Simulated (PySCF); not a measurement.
# AlN2: doublet, from a linear start

Where does doublet AlN2 go from a linear start, is the end point a minimum, and what are its modes, charges and moments?

The runs use PySCF 2.14.0; PBE0, basis Al def2-TZVP, N def2-TZVP, no relativity, density fitting.

### Step 1. Starting geometry

3 atoms, charge 0, spin multiplicity 2.

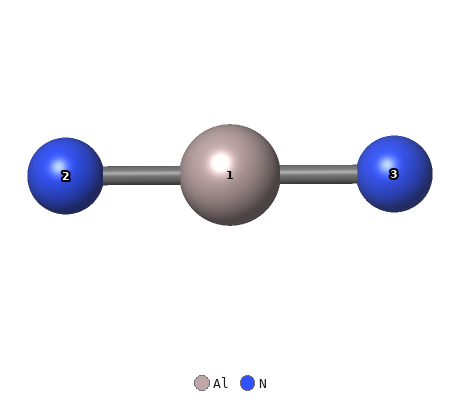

As it starts; aluminium light grey, nitrogen blue; atoms are numbered from 1 in the order of the file.

```xyz
3
charge 0 multiplicity 2
Al    0.0000    0.0000    0.0000
N     0.0000    0.0000    1.7300
N     0.0000    0.0000   -1.7300
```

### Step 2. The SCF at the typed geometry

One driver script runs all steps and calls PySCF; scf.py shows how it sets up the SCF of each step. The optimiser is the driver's own. After this first run the driver tries any further starts and a stability analysis.

Contents of scf.py:

```python
from pyscf import gto, scf, dft
mol = gto.M(atom='''
Al     0.000000     0.000000     0.000000
N      0.000000     0.000000     1.730000
N      0.000000     0.000000    -1.730000''',
    basis={'Al': 'def2-TZVP', 'N': 'def2-TZVP'},
    charge=0, spin=1)
mf = dft.UKS(mol, xc='PBE0')
mf.grids.atom_grid = (50, 194)
aux = {'Al': 'def2-universal-JKFIT', 'N': 'def2-universal-JKFIT'}
mf = mf.density_fit(auxbasis=aux)
mf.conv_tol = 1e-08
mf.diis_space = 10
mf.max_cycle = 60
mf.init_guess = 'minao'
mf.verbose = 4
mf.kernel()
```

The run is started by

```bash
$ OMP_NUM_THREADS=4 python axn.py task.json out
```

Output:

```text
init E= -351.425498158919
[... the frontier-level lines of each cycle are left out ...]
cycle= 1 E= -351.400882161003  delta_E= 0.0246  |g|= 0.175  |ddm|= 1.28
cycle= 2 E= -351.37912347991  delta_E= 0.0218  |g|= 0.297  |ddm|= 0.417
cycle= 3 E= -351.425862966553  delta_E= -0.0467  |g|= 0.0252  |ddm|= 0.236
cycle= 4 E= -351.426652880836  delta_E= -0.00079  |g|= 0.0125  |ddm|= 0.0458
cycle= 5 E= -351.42690148273  delta_E= -0.000249  |g|= 0.00415  |ddm|= 0.0205
cycle= 6 E= -351.426958748087  delta_E= -5.73e-05  |g|= 0.00149  |ddm|= 0.0131
cycle= 7 E= -351.426964753289  delta_E= -6.01e-06  |g|= 0.000469  |ddm|= 0.00437
cycle= 8 E= -351.426965516094  delta_E= -7.63e-07  |g|= 0.000107  |ddm|= 0.00192
cycle= 9 E= -351.426965479875  delta_E= 3.62e-08  |g|= 0.000372  |ddm|= 0.000484
cycle= 10 E= -351.426965554097  delta_E= -7.42e-08  |g|= 6.56e-05  |ddm|= 0.000187
cycle= 11 E= -351.42696555698  delta_E= -2.88e-09  |g|= 2.62e-06  |ddm|= 5.33e-05
Extra cycle  E= -351.426965556991  delta_E= -1.19e-11  |g|= 1.66e-06  |ddm|= 5e-06
converged SCF energy = -351.426965556991  <S^2> = 0.80826036  2S+1 = 2.0574356
```

This step, with its further starts and checks, took 13 s on 4 threads of Arm Neoverse N1, shared host.

Energies from each starting density:

```tsv
start	energy (Eh)
the minimal-basis guess	-351.426966
a thermally smeared density	-351.426966
a smeared PBE density	-351.426965
```

This is not the lowest solution: one lies 168.2 kJ/mol lower, at -351.49104 Eh, and the relaxation starts from that.

### Step 3. Relaxation: linear start, doublet

The program finds D∞h symmetry in the start, which this walk keeps. Threshold on the gradient: 0.0003 Eh/bohr, with a further test on the energy change.

Edit scf.py of step 2 so:

```diff
@@ -15 +14,0 @@
-mf.init_guess = 'minao'
```

The optimiser's trace:

```tsv
step	energy (Eh)	change (kJ/mol)	largest symmetric gradient (Eh/bohr)
0	-351.491042	0.00	0.03194
1	-351.494590	-9.31	0.00219
2	-351.494610	-9.37	0.00033
3	-351.494610	-9.37	0.00000
```

The walk took 5.2 s.

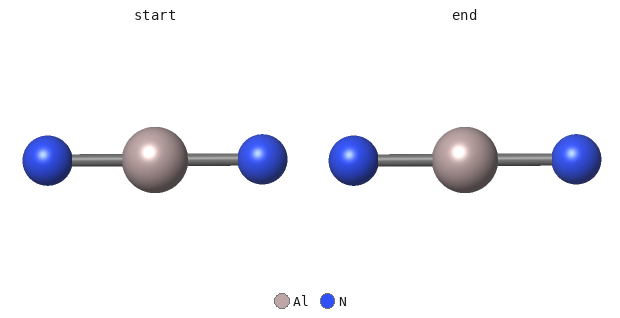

Start and end of the relaxation.

After 3 steps and 9.4 kJ/mol it ends at D∞h: Al–N 1.792 Å (×2); N–Al–N 180.0°. A gradient of 0.0376 Eh/bohr that breaks the symmetry is left: this electronic state wants a lower symmetry.

### Step 4. Relaxing without the symmetry constraint

The geometry is nudged along the force that breaks the symmetry.

The program finds C∞v symmetry in the start, which may break. The walk stops when the largest gradient is under 0.0003 Eh/bohr and the energy has settled too.

Edit scf.py of step 3 so:

```diff
@@ -3,3 +3,3 @@
-Al     0.000000     0.000000     0.000000
-N      0.000000     0.000000     1.730000
-N      0.000000     0.000000    -1.730000''',
+Al     0.000000    -0.000000     0.050932
+N      0.000000    -0.000000     1.743332
+N     -0.000000     0.000000    -1.841469''',
```

Energy and gradient, step by step:

```tsv
step	energy (Eh)	change (kJ/mol)	largest gradient (Eh/bohr)
0	-351.495731	0.00	0.03282
1	-351.497003	-3.34	0.00252
2	-351.497024	-3.40	0.00081
3	-351.497027	-3.40	0.00001
```

The walk took 5.9 s.

Positions (Å) and forces (eV/Å) along the way:

```
step 0
Al   0.000   0.000   0.051   0.000   0.000  -1.688
N    0.000   0.000   1.743   0.000   0.000   1.421
N    0.000   0.000  -1.841   0.000   0.000   0.266
step 1
Al   0.000   0.000   0.030   0.000   0.000  -0.098
N    0.000   0.000   1.771   0.000   0.000  -0.032
N    0.000   0.000  -1.848   0.000   0.000   0.130
step 2
Al   0.000   0.000   0.028   0.000   0.000  -0.029
N    0.000   0.000   1.768   0.000   0.000  -0.012
N    0.000   0.000  -1.843   0.000   0.000   0.041
step 3
Al   0.000   0.000   0.027   0.000   0.000   0.001
N    0.000   0.000   1.767   0.000   0.000   0.000
N    0.000   0.000  -1.841   0.000   0.000  -0.001
```

End point (C∞v, 3 steps, 3.4 kJ/mol gained): Al–N 1.740 Å, Al–N 1.869 Å; N–Al–N 180.0°.

### Step 5. Vibrations and properties at this point

On the finer grid the gradient is checked again; gradients at displacements of ±0.02 bohr then give force constants and infrared intensities.

Edit scf.py of step 4 so:

```diff
@@ -3,3 +3,3 @@
-Al     0.000000    -0.000000     0.050932
-N      0.000000    -0.000000     1.743332
-N     -0.000000     0.000000    -1.841469''',
+Al     0.000000    -0.000000     0.032867
+N      0.000000    -0.000000     1.772346
+N     -0.000000     0.000000    -1.835640''',
@@ -9 +9 @@
-mf.grids.atom_grid = (50, 194)
+mf.grids.atom_grid = (75, 302)
@@ -12 +12 @@
-mf.conv_tol = 1e-08
+mf.conv_tol = 1e-10
```

The driver hands on the density of the step before, so the log starts near convergence.

SCF at the final geometry:

```text
init E= -351.497025339306
[... the frontier-level lines of each cycle are left out ...]
cycle= 1 E= -351.497025339293  delta_E= 1.33e-11  |g|= 8.12e-06  |ddm|= 1.08e-05
Extra cycle  E= -351.497025339253  delta_E= 3.98e-11  |g|= 1.2e-05  |ddm|= 1.51e-05
converged SCF energy = -351.497025339253  <S^2> = 1.7518663  2S+1 = 2.8297465
```

The whole step took 32 s.

Geometry: C∞v; Al–N 1.739 Å, Al–N 1.869 Å; N–Al–N 180.0°.

Harmonic modes (main isotopes):

| ω (cm⁻¹) | IR (km/mol) |
| --- | --- |
| 132 | 71.7 |
| 142 | 50.1 |
| 581 | 21.2 |
| 913 | 24.7 |

All wavenumbers are real: a minimum.

The SCF density has lower symmetry than the nuclear frame, so the modes carry no labels; pairs that should be degenerate can split.

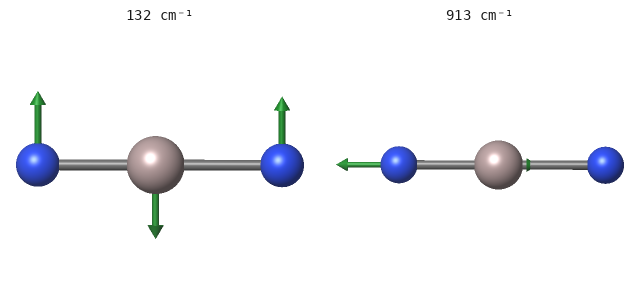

Displacements of 2 of the modes, as arrows (one member where a mode is degenerate).

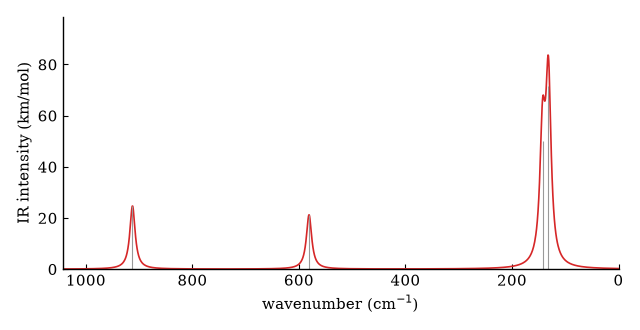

The harmonic infrared spectrum (widths in cm⁻¹). Lines are broadened to a width of 12 cm⁻¹ (Lorentzian).

Properties at this point:

* Dipole moment: 2.46 D
* Highest occupied level: -6.90 eV
* Lowest empty level: -4.27 eV
* Rotational constants: 0.1848 cm⁻¹
* Zero-point energy: 10.6 kJ/mol
* Principal polarisabilities: 30.3, 40.6, 84.6 bohr³
* Atomisation energy without zero-point energy: 421 kJ/mol
* Principal traceless quadrupole moments about the centre of mass: -15.46, 5.57, 9.89 D Å
* Entropy at 298.15 K and 1 bar (electronic part: spin only): 257.7 J/(mol K)
* Heat capacity Cp at 298.15 K: 51.6 J/(mol K)
* Enthalpy at 298.15 K above 0 K: 12.76 kJ/mol
* Rotational symmetry number: 1
* Spin squared ⟨S²⟩: 1.752

Populations by atom (charges in e):

| atom | Mulliken | Löwdin | polar tensor | spin (Mulliken) | Mayer order to Al1 |
| --- | --- | --- | --- | --- | --- |
| Al1 | 0.52 | 0.24 | 0.36 | -0.11 | – |
| N2 | -0.35 | -0.21 | -0.34 | -0.76 | 2.11 |
| N3 | -0.17 | -0.03 | -0.01 | 1.87 | 1.20 |

Outer orbital energies (eV). α occupied: -74.63, -23.26, -19.12, -10.74, -10.61, -10.54, -7.80, -6.90; empty: -3.44, -2.27, -0.44, 0.11. β occupied: -74.84, -74.65, -20.70, -19.61, -9.92, -8.59, -8.06, -6.96; empty: -4.27, -4.25, -2.23, -0.08.

Mulliken populations on Al1: s 4.96, p 7.17, d 0.28, f 0.07.

### Step 6. What came out

| quantity | value |
| --- | --- |
| minimum | broken-symmetry (Ms = 1/2), C∞v |
| geometry | Al–N 1.739 Å, Al–N 1.869 Å; N–Al–N 180.0° |
| wavenumbers (cm⁻¹) | 132, 142, 581, 913 |
| dipole moment | 2.46 D |
| highest occupied, lowest empty level (either spin) | -6.90, -4.27 eV |
| polar-tensor charge of Al1 | +0.36 e |
| zero-point energy | 10.6 kJ/mol |
| entropy at 298.15 K | 257.7 J/(mol K) |
| atomisation energy (no zero-point energy) | 421 kJ/mol |
| ⟨S²⟩ | 1.752 |

In words: The linear start (D∞h) ends in a minimum of C∞v symmetry. The determinant is spin-contaminated (⟨S²⟩ = 1.75 against 0.75), so it is no pure spin state. The strongest infrared band lies at 132 cm⁻¹ (bend). The first SCF alone would have been 168 kJ/mol too high. Other starts or spin states, not run here, may lie lower. The SCF density has lower symmetry than the nuclear frame.

The search up to here took 57 s on 4 threads of Arm Neoverse N1, shared host.
